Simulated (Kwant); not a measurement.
Model system: wire with an abrupt hard-wall neck in a InSb two-dimensional gas. Effective mass 0.014 mₑ, grid spacing 4.2 nm, hard walls, nominal width 100 nm (23 grid rows, so walls 100.8 nm apart), one parabolic valley, scattering region 300 nm long along x; energies count from the band bottom; Fermi energy swept from 0.001343 to 0.02366 eV. Central neck 26 nm wide and 96 nm long.

The device is made up for the run: typed textbook-type constants, with dimensions and the other settings drawn at random.

Kwant, effective-mass tight-binding model on a square grid, one spin, coherent transport at 0 K. Conductance is in e²/h.

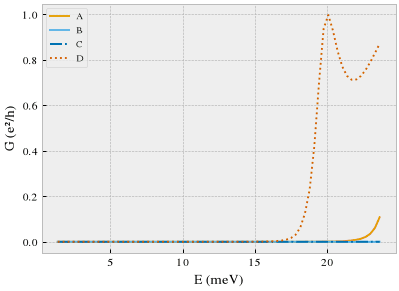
Figure. G (e²/h) of 4 runs

| E (meV) | A | B | C | D |
|---|---|---|---|---|
| 1.343 | 0 | 0 | 0 | 0 |
| 2.637 | 0 | 0 | 0 | 2.6e-9 |
| 3.930 | 5.6e-9 | 1.4e-9 | 0 | 1.7e-8 |
| 5.224 | 2.0e-8 | 6.9e-9 | 1.6e-9 | 6.0e-8 |
| 6.518 | 5.2e-8 | 1.8e-8 | 5.5e-9 | 1.8e-7 |
| 7.812 | 1.3e-7 | 4.0e-8 | 1.2e-8 | 5.4e-7 |
| 9.105 | 2.9e-7 | 8.1e-8 | 2.4e-8 | 1.6e-6 |
| 10.40 | 6.7e-7 | 1.6e-7 | 4.3e-8 | 4.7e-6 |
| 11.69 | 1.6e-6 | 3.1e-7 | 7.4e-8 | 1.5e-5 |
| 12.99 | 3.7e-6 | 6.0e-7 | 1.2e-7 | 5.1e-5 |
| 14.28 | 8.8e-6 | 1.1e-6 | 2.1e-7 | 0.00020 |
| 15.57 | 2.2e-5 | 2.2e-6 | 3.4e-7 | 0.00091 |
| 16.87 | 5.9e-5 | 4.4e-6 | 5.6e-7 | 0.0056 |
| 18.16 | 0.00017 | 8.7e-6 | 9.3e-7 | 0.063 |
| 19.45 | 0.00053 | 1.8e-5 | 1.5e-6 | 0.70 |
| 20.75 | 0.0019 | 3.8e-5 | 2.6e-6 | 0.84 |
| 22.04 | 0.0088 | 8.4e-5 | 4.3e-6 | 0.71 |
| 23.66 | 0.11 | 0.00024 | 8.3e-6 | 0.87 |

### Question
Column A is the base. The others each differ by one change: effective mass 0.014 → 0.0084 mₑ; effective mass 0.014 → 0.011 mₑ; effective mass 0.014 → 0.018 mₑ. Which is which?

### Answer
B: effective mass 0.014 → 0.011 mₑ; C: effective mass 0.014 → 0.0084 mₑ; D: effective mass 0.014 → 0.018 mₑ.
